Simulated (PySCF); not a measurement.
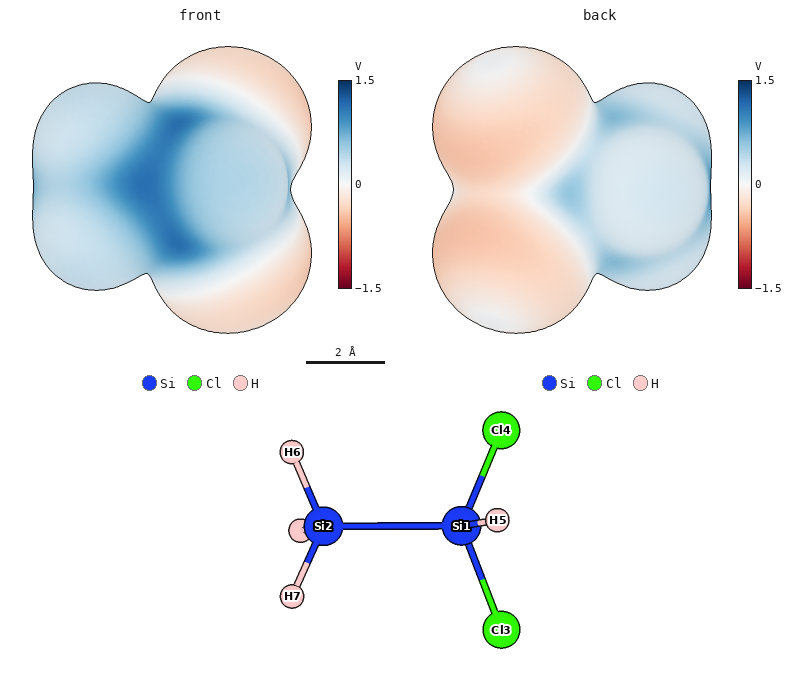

Cl₂H₄Si₂ (SMILES [SiH3][SiH](Cl)Cl). The electrostatic potential painted on the density surface at 0.001 e/bohr³, seen from the front and from behind; red is negative and blue positive. The bare structure is drawn below in the same view.

Geometry: PBE0-D3(BJ)/def2-SVP.

The calculation used PBE0/pcSseg-2, SCF density, gas phase, non-relativistic (PySCF).

The calculation's input:

```
{"job": {"kind": "nmr", "xc": "PBE0", "basis": "pcSseg-2"}, "charge": 0, "multiplicity": 1}
Si     1.004404    -0.573570    -0.073715
Si    -0.814156     0.850340     0.274314
Cl     0.292796    -2.316688    -0.933021
Cl     2.303413     0.363479    -1.382805
H      1.781258    -0.955099     1.135466
H     -0.348710     2.128027     0.891953
H     -1.812175     0.189856     1.167749
H     -1.425849     1.121817    -1.059768
```

Command:

```sh
OMP_NUM_THREADS=1 python cluster_run.py task.json out
```

Which sites attract a positive test charge, and which a negative one?

A positive charge is drawn to the negative regions and a negative charge to the positive ones. The most negative region (about −0.4 V) lies over Cl3 and Cl4, the most positive (about +1.1 V) over Si1 and Si2.
